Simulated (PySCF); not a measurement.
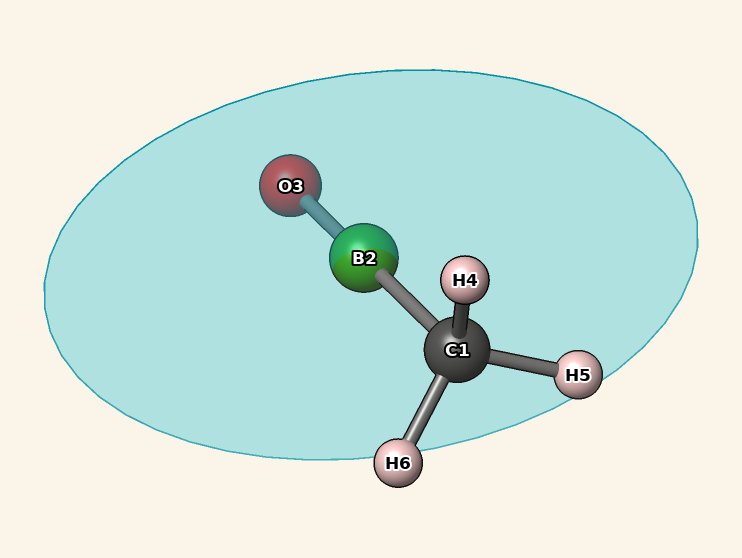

A disc through the centre of mass is drawn in. Atoms fade into the background with distance from the viewer. The computed structure is the end point of a PBE0-D3(BJ)/def2-SVP optimisation. No frequency run is at hand to confirm it as a minimum.

> Is the plane of the disc a mirror plane of the structure?

No. The point group is C3v, with 1 C3 axis and 3 mirror planes, and this plane isn't one of its mirror planes.
